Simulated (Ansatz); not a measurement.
**C$_{2}$H$_{10}$AsIn (SMILES [CH3][InH-]([CH3])[AsH3+]): density, localisation and related maps**

| atom | x (Å) | y (Å) | z (Å) |
| --- | --- | --- | --- |
| C | -1.4807 | 1.6165 | -0.2933 |
| In | -0.2649 | 0.3357 | 0.9677 |
| C | 1.8887 | 0.6005 | 0.9860 |
| As | -0.2254 | -1.9370 | -0.9456 |
| H | -2.4464 | 1.1576 | -0.5120 |
| H | -1.6684 | 2.5629 | 0.2201 |
| H | -0.9735 | 1.8403 | -1.2337 |
| H | -1.0239 | -0.5936 | 2.2282 |
| H | 2.3977 | -0.3035 | 1.3248 |
| H | 2.1515 | 1.4097 | 1.6721 |
| H | 2.2614 | 0.8668 | -0.0050 |
| H | -0.7173 | -3.3158 | -0.5679 |
| H | 1.0736 | -2.4080 | -1.5612 |
| H | -0.9852 | -1.8613 | -2.2512 |

Geometry: PBE0-D4/def2-TZVP; core potentials replace the inner electrons of In.

Level of theory: Ansatz, RKS PBE0-D4/def2-TZVPP.

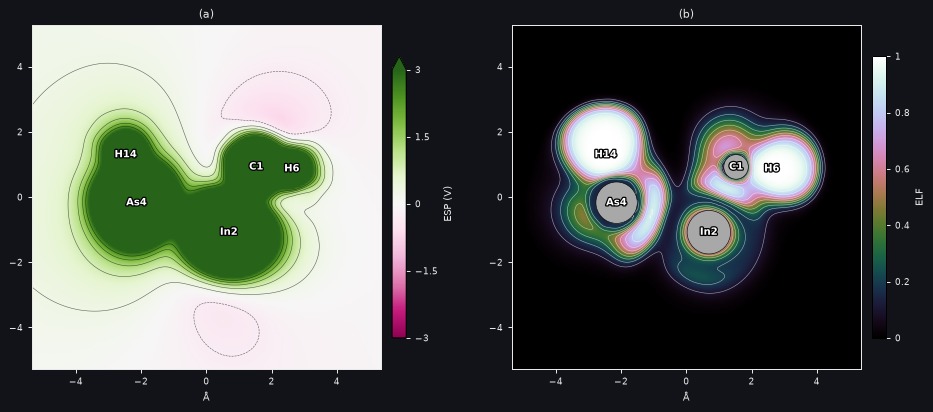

Figure 1. (a) molecular electrostatic potential; (b) ELF on the plane of atoms In2, As4 and H14. Grey discs cover the atomic cores in the ELF map.

What does the map show?

The section cuts through C, In, As and H sites.
C–In (2.17 Å): the ELF peaks at about 0.90 in the valence shell of C, 0.7 Å from its nucleus, and drops to about 0.20 between the two atoms.
In–As (2.97 Å): the ELF peaks at about 0.90 in the valence shell of As, 1.1 Å from its nucleus, and drops to about 0.10 between the two atoms.
C–H (1.09 Å): the ELF climbs to about 1 towards the hydrogen, as it does in any bond to H: a covalent bond by its length.
As–H (1.51 Å): the ELF climbs to about 1 towards the hydrogen.
Outside the dense part of the molecule the potential is most negative (−0.7 V) near C1.

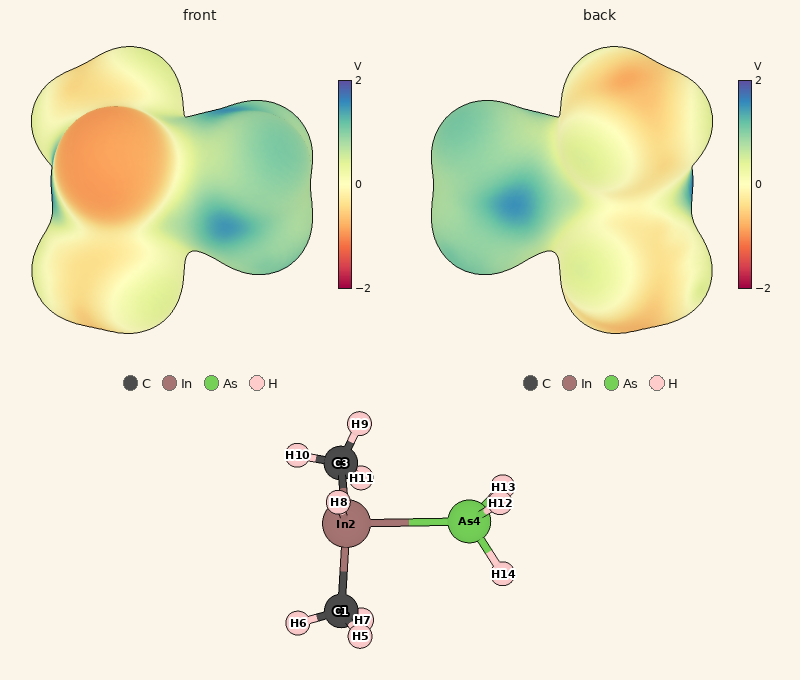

Figure 2. The electrostatic potential painted on the density surface at 0.002 e/bohr³, seen from the front and from behind; the colour scale runs from red (negative) to blue (positive). The bare structure is drawn below in the same view.

Describe the electrostatic potential map.

The most negative region (about −0.9 V) lies over H8, the most positive (about +1.6 V) over In2.

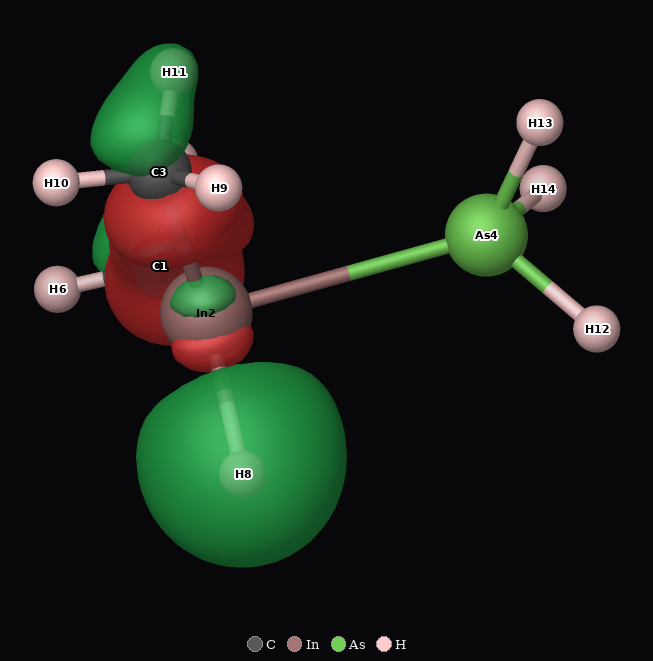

Figure 3. The HOMO−1 at ±0.15 Å⁻³ᐟ² (green and red are the two phases), seen from one side.

What is the character of this orbital?

Its weight (Hirshfeld) is mainly on H8 (about 35 %), In2 (about 30 %), C1 (about 10 %) and C3 (about 10 %). Its energy is −7.09 eV.
